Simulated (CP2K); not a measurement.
**AM1 run of CH4AlFSSi (SMILES F[SiH]1[CH2][AlH][S]1)**

Aim: the energy difference between two shapes of CH4AlFSSi at AM1, from 2 runs. 

The calculation is run with CP2K 2026.2.

4 further runs of the same task are left out: 4 set aside as unsound or not needed.

## 1. The molecule

CH4AlFSSi: 9 atoms, total charge 0, spin state singlet. SMILES: `F[SiH]1[CH2][AlH][S]1`. The shape comes from GFN2-xTB, which is rough for such elements, and wasn't checked as a minimum.

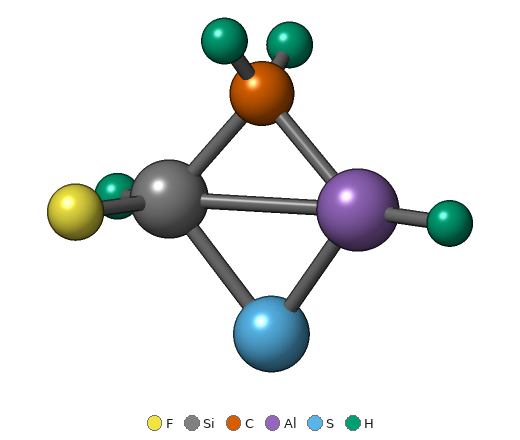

The structure, seen from a chosen angle (fluorine yellow, silicon grey, carbon orange, aluminium purple, sulfur blue, hydrogen teal).

## 2. Energy and gradient at AM1

Contents of mol.inp:

```
&FORCE_EVAL
   METHOD QS
   &DFT
      CHARGE 0
      MULTIPLICITY 1
      &QS
         METHOD AM1
         EPS_DEFAULT 1.0E-10
         &SE
            &COULOMB
               CUTOFF [angstrom] 50
               RC_RANGE [angstrom] 0
            &END COULOMB
            &EXCHANGE
               CUTOFF [angstrom] 50
               RC_RANGE [angstrom] 0
            &END EXCHANGE
         &END SE
      &END QS
      &POISSON
         PERIODIC NONE
         POISSON_SOLVER ANALYTIC
      &END POISSON
      &SCF
         SCF_GUESS ATOMIC
         EPS_SCF 1.0E-07
         MAX_SCF 80
         ADDED_MOS 2
         &DIAGONALIZATION
            ALGORITHM STANDARD
         &END DIAGONALIZATION
         &MIXING
            METHOD DIRECT_P_MIXING
            ALPHA 0.4
         &END MIXING
      &END SCF
      &PRINT
         &MOMENTS
            PERIODIC F
            REFERENCE COM
            MAX_MOMENT 1
         &END MOMENTS
         &MO ON
            ENERGIES T
            OCCUPATION_NUMBERS T
            NDIGITS 6
            &EACH
               QS_SCF 0
            &END EACH
            ADD_LAST NUMERIC
         &END MO
         &HIRSHFELD OFF
         &END HIRSHFELD
      &END PRINT
   &END DFT
   &SUBSYS
      &CELL
         ABC [angstrom] 15.5 16.3 16
         PERIODIC NONE
      &END CELL
      &COORD
         F     -0.519260     0.632340     2.155800
         Si     0.006230     0.981940     0.669390
         C      0.866560    -0.571660    -0.046590
         Al    -0.802090    -0.861030    -1.136880
         S     -1.700580     1.109780    -0.677960
         H      0.637640     2.277940     0.808450
         H      1.201290    -1.259110     0.732540
         H      1.758650    -0.290610    -0.615230
         H     -1.448430    -2.019600    -1.889530
      &END COORD
      &TOPOLOGY
         &CENTER_COORDINATES
         &END CENTER_COORDINATES
      &END TOPOLOGY
   &END SUBSYS
   &PRINT
      &FORCES ON
      &END FORCES
   &END PRINT
&END FORCE_EVAL
&GLOBAL
   PROJECT_NAME mol
   RUN_TYPE ENERGY_FORCE
   PRINT_LEVEL MEDIUM
&END GLOBAL
```

Launch:

```sh
$ OMP_NUM_THREADS=1 cp2k.psmp mol.inp > mol.out
```

Standard output:

```text
CP2K| version string:                                       CP2K version 2026.2
[...]
 GLOBAL| Method name                                                        CP2K
[...]
 GLOBAL| Run type                                                   ENERGY_FORCE
[...]
                             - Atoms:                                          9
[...]
                             - Spherical basis functions:                     24
[...]
 Number of electrons:                                                         28
[...]
     1 P_Mix/Diag. 0.40E+00    0.0     0.70719061       -31.8006370751 -3.18E+01
[...]
    22 DIIS/Diag.  0.54E-07    0.0     0.00000006       -36.6610793296 -2.13E-14
  *** SCF run converged in    22 steps ***
  Core-core repulsion energy [eV]:                           1670.16789341890217
  Core Hamiltonian energy [eV]:                             -1629.97144225420129
  Two-electron integral energy [eV]:                        -2075.59030679660964
  Electronic energy [eV]:                                   -2667.76659565250611
  Total energy [eV]:                                         -997.59870223360394
  Atomic reference energy [eV]:                               994.14052312316505
  Heat of formation [kcal/mol]:                               -79.74751110593003
[...]
 SE_DIPOLE| Moment [Debye]         -3.00442353       1.14492181       0.58381581
 SE_DIPOLE| Derivative [a.u.]       0.00000000       0.00000000       0.00000000
 ENERGY| Total FORCE_EVAL ( QS ) energy [hartree]            -36.661079329607276
 FORCES| Atomic forces [hartree/bohr]
 FORCES|   Atom     x               y               z               |f|
 FORCES|      1 -3.39939098E-04 -3.15135800E-03  1.18274284E-02   1.22447817E-02
 FORCES|      2  3.20396266E-02 -8.55370424E-03  2.80768046E-02   4.34512427E-02
 FORCES|      3 -4.30806897E-02  3.43850235E-02 -8.95694909E-03   5.58435547E-02
 FORCES|      4  3.03474588E-02 -4.86134862E-02 -2.69390545E-03   5.73715646E-02
 FORCES|      5 -3.74925267E-02  2.28431866E-02 -2.31211383E-02   4.96194294E-02
 FORCES|      6  7.49596053E-03  1.04424659E-03 -5.23953925E-03   9.20503378E-03
 FORCES|      7 -5.77743088E-03 -1.32018611E-02  1.55182670E-03   1.44939991E-02
 FORCES|      8  2.92583582E-03 -3.31999248E-03 -1.27627026E-02   1.35081251E-02
 FORCES|      9  1.38817046E-02  1.85679452E-02  1.13181749E-02   2.57986704E-02
 FORCES| Sum    -7.49400542E-16  7.21644966E-16  1.29410371E-15
 FORCES| Total atomic force                                       1.66044483E-15
[...]
```

It took 0.42 s on 1 thread of Arm Neoverse N1, shared host; peak memory 0.14 GiB.

## 3. The distorted shape at the same level

Contents of molecule.inp:

```
&GLOBAL
  PROJECT molecule
  RUN_TYPE ENERGY_FORCE
  PRINT_LEVEL MEDIUM
&END GLOBAL
&FORCE_EVAL
  METHOD QS
  &DFT
    CHARGE 0
    MULTIPLICITY 1
    # Quickstep
    &QS
      METHOD AM1
      EPS_DEFAULT 1.0E-10
      &SE
        &COULOMB
          CUTOFF [angstrom] 50
          RC_RANGE [angstrom] 0
        &END COULOMB
        &EXCHANGE
          CUTOFF [angstrom] 50
          RC_RANGE [angstrom] 0
        &END EXCHANGE
      &END SE
    &END QS
    # cluster boundary conditions
    &POISSON
      PERIODIC NONE
      POISSON_SOLVER ANALYTIC
    &END POISSON
    &SCF
      SCF_GUESS ATOMIC
      EPS_SCF 1.0E-07
      MAX_SCF 80
      ADDED_MOS 2
      &DIAGONALIZATION
        ALGORITHM STANDARD
      &END DIAGONALIZATION
      &MIXING
        METHOD DIRECT_P_MIXING
        ALPHA 0.4
      &END MIXING
    &END SCF
    &PRINT
      &MOMENTS
        PERIODIC F
        REFERENCE COM
        MAX_MOMENT 1
      &END MOMENTS
      &MO ON
        ENERGIES T
        OCCUPATION_NUMBERS T
        NDIGITS 6
        &EACH
          QS_SCF 0
        &END EACH
        ADD_LAST NUMERIC
      &END MO
      &HIRSHFELD OFF
      &END HIRSHFELD
    &END PRINT
  &END DFT
  &SUBSYS
    # box in angstrom
    &CELL
      ABC [angstrom] 15.4 16.3 16.1
      PERIODIC NONE
    &END CELL
    &COORD
      F     -0.501795     0.632396     2.164479
      Si     0.006150     0.980040     0.673098
      C      0.866081    -0.555850    -0.052449
      Al    -0.797793    -0.839917    -1.132717
      S     -1.704823     1.125251    -0.675664
      H      0.647516     2.289523     0.799473
      H      1.211254    -1.277859     0.710838
      H      1.743219    -0.306627    -0.581843
      H     -1.462696    -1.992477    -1.915042
    &END COORD
    &TOPOLOGY
      &CENTER_COORDINATES
      &END CENTER_COORDINATES
    &END TOPOLOGY
  &END SUBSYS
  # extra output
  &PRINT
    &FORCES ON
    &END FORCES
  &END PRINT
&END FORCE_EVAL
```

Launch:

```sh
$ OMP_NUM_THREADS=1 cp2k.psmp -i molecule.inp -o molecule.out
```

Standard output:

```text
CP2K| version string:                                       CP2K version 2026.2
[...]
 GLOBAL| Method name                                                        CP2K
[...]
 GLOBAL| Run type                                                   ENERGY_FORCE
[...]
                             - Atoms:                                          9
[...]
                             - Spherical basis functions:                     24
[...]
 Number of electrons:                                                         28
[...]
     1 P_Mix/Diag. 0.40E+00    0.0     0.71037706       -31.7887555688 -3.18E+01
[...]
    22 DIIS/Diag.  0.59E-07    0.0     0.00000007       -36.6599382778 -1.07E-13
  *** SCF run converged in    22 steps ***
  Core-core repulsion energy [eV]:                           1670.53309972030343
  Core Hamiltonian energy [eV]:                             -1630.23939932368512
  Two-electron integral energy [eV]:                        -2075.72270606497477
  Electronic energy [eV]:                                   -2668.10075235617251
  Total energy [eV]:                                         -997.56765263586908
  Atomic reference energy [eV]:                               994.14052312316505
  Heat of formation [kcal/mol]:                               -79.03149031547291
[...]
 SE_DIPOLE| Moment [Debye]         -2.96806130       1.19883595       0.50491032
 SE_DIPOLE| Derivative [a.u.]       0.00000000       0.00000000       0.00000000
 ENERGY| Total FORCE_EVAL ( QS ) energy [hartree]            -36.659938277836446
 FORCES| Atomic forces [hartree/bohr]
 FORCES|   Atom     x               y               z               |f|
 FORCES|      1 -1.01557020E-03 -3.16421163E-03  1.25352968E-02   1.29683184E-02
 FORCES|      2  3.50777937E-02 -2.11990639E-03  2.78403764E-02   4.48333824E-02
 FORCES|      3 -6.24551011E-02  1.83119958E-02  1.03724051E-02   6.59056571E-02
 FORCES|      4  2.83384971E-02 -5.16054266E-02 -6.86177100E-03   5.92728806E-02
 FORCES|      5 -3.67483506E-02  2.28166257E-02 -2.14783256E-02   4.82944940E-02
 FORCES|      6  4.93532545E-03 -3.57852077E-03 -5.16433039E-03   7.98959051E-03
 FORCES|      7 -1.08838706E-02 -7.61834108E-03 -1.14366630E-03   1.33343816E-02
 FORCES|      8  2.67447284E-02  6.13915218E-03 -3.00577487E-02   4.06993605E-02
 FORCES|      9  1.60065479E-02  2.08186329E-02  1.39577637E-02   2.97396069E-02
 FORCES| Sum     3.88578059E-16  1.06858966E-15 -5.23886490E-16
 FORCES| Total atomic force                                       1.25193204E-15
[...]
```

Wall time 0.42 s (1 thread of Arm Neoverse N1, shared host); peak memory 0.14 GiB.

## 4. Results

At AM1:

```
                                                  quantity           value
                                 first shape: total energy    -36.66108 Eh
                                first shape: dipole moment          3.27 D
                                  first shape: HOMO energy       -10.18 eV
                                  first shape: LUMO energy        -1.50 eV
                                first shape: HOMO–LUMO gap         8.69 eV
    first shape: heat of formation at this unrelaxed shape  -79.7 kcal/mol
                     first shape: largest force on an atom      2.950 eV/Å
                             distorted shape: total energy    -36.65994 Eh
                            distorted shape: dipole moment          3.24 D
                              distorted shape: HOMO energy       -10.17 eV
                              distorted shape: LUMO energy        -1.50 eV
                            distorted shape: HOMO–LUMO gap         8.67 eV
distorted shape: heat of formation at this unrelaxed shape  -79.0 kcal/mol
                 distorted shape: largest force on an atom      3.389 eV/Å
                    energy change with the atoms displaced        0.031 eV
```

What this shows: With the atoms displaced the energy rises by 0.03 eV (0.7 kcal/mol). The first shape isn't relaxed at this level, so the change isn't measured from a minimum. The largest force (first shape) is 2.95 eV/Å: the shape isn't a stationary point for this species at this level.
